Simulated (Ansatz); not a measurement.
Starting cell, TiN (rock salt):

```xyz
4
Lattice="0.0000 4.2333 4.2333 2.1167 2.1167 4.2333 2.1167 2.1167 0.0000" Properties=species:S:1:pos:R:3 pbc="T T T"
N      0.0000     0.0000     0.0000
N      2.1167     4.2333     6.3500
Ti     2.1167     6.3500     6.3500
Ti     2.1167     4.2333     4.2333
```

The atoms are displaced by Q × the pattern below (from a DFPT mode at X = (0.5, 0.5, 0.0), largest move 1; Q in Å), at fixed cell. It is one choice among 2 degenerate patterns. (q is in reciprocal vectors of the primitive cell; the cell shown is doubled to hold the pattern.)

```tsv
atom	x	y	z
N1	0.000	1.000	0.000
N2	0.000	-1.000	0.000
Ti3	0.000	0.143	0.000
Ti4	0.000	-0.143	0.000
```

Level of theory: r2SCAN (plane waves to 500 eV, PAW, scalar-relativistic; Ansatz, a quantum-chemistry and plane-wave program). k mesh 19×19×19 (Γ-centred), Fermi-Dirac smearing 0.05 eV. The energy includes the smearing's −TS. With partly filled bands, energies and forces of such displacements shift with the k mesh and the smearing. The PAW data are Ansatz's earlier set. TiN is run without spin polarisation. TiN was relaxed with its symmetry unable to fall. ΔE is measured from the undisplaced structure.

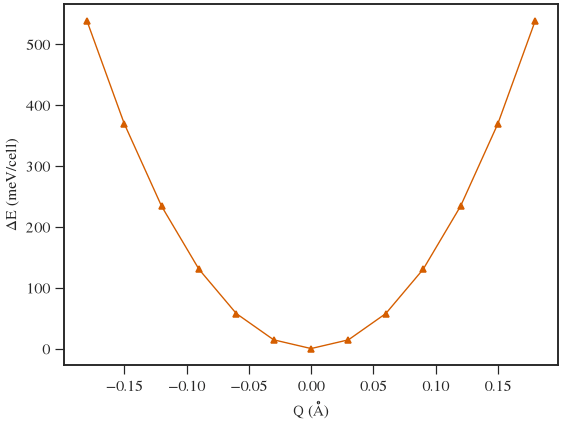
Figure: ΔE (meV/cell) against Q (Å); computed points joined by lines.

Problem. What is the energy change at Q = 0.180 Å?

Solution. About 540 meV/cell.

Problem. What harmonic wavenumber does the curvature at Q = 0 give?

Solution. About 540 cm⁻¹.

(A displaced cell: forces are minus the slopes of the energy, force constants its curvatures, and phonons follow from these.)
